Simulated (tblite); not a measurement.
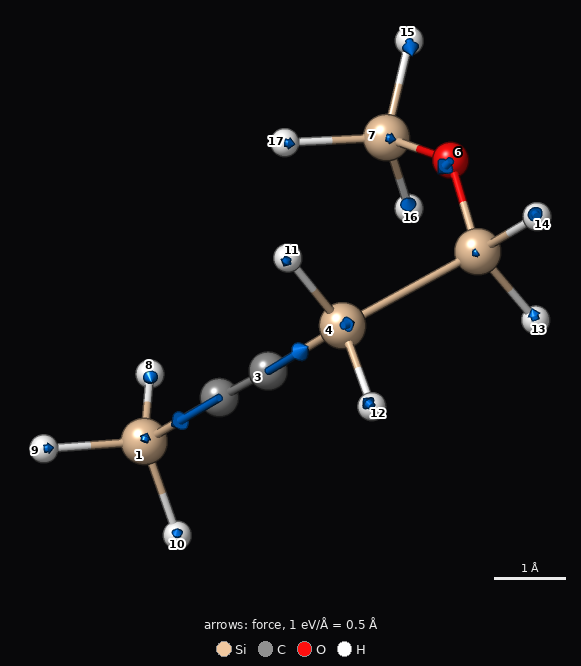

Starting geometry of C$_{2}$H$_{10}$OSi$_{4}$ with the computed forces as blue arrows. Style: ball-and-stick. Shown from a free direction.

These are results of GFN2-xTB geometry optimisation, gas phase (tblite 0.8.0), not measurements. 

Is this structure relaxed? If not, where do the atoms go?

Answer. It isn't relaxed: the largest force vector, on a C atom, is 2.45 eV/Å. The final displacements have little in common with the starting forces (cosine between the two patterns 0.23). The energy falls by 6.12 kcal/mol in 65 geometry steps. The largest move after the best rigid fit is that of the O atom, 0.38 Å. By element the largest moves are O 0.38 Å, H 0.37 Å, Si 0.09 Å, C 0.08 Å. Some distances before and after: O–Si 1.660 → 1.616 Å, Si–Si 2.341 → 2.305 Å, H–Si 1.489 → 1.461 Å, C–Si 1.877 → 1.853 Å. Among the angles between lasting bonds that change: Si–O–Si 139.0° → 158.8°, Si–Si–H 109.2° → 115.3°, O–Si–H 108.4° → 102.9°. Groups turn about O–Si by about 20°. The run took 0.64 s on 1 thread of Arm Neoverse V1 (shared host).
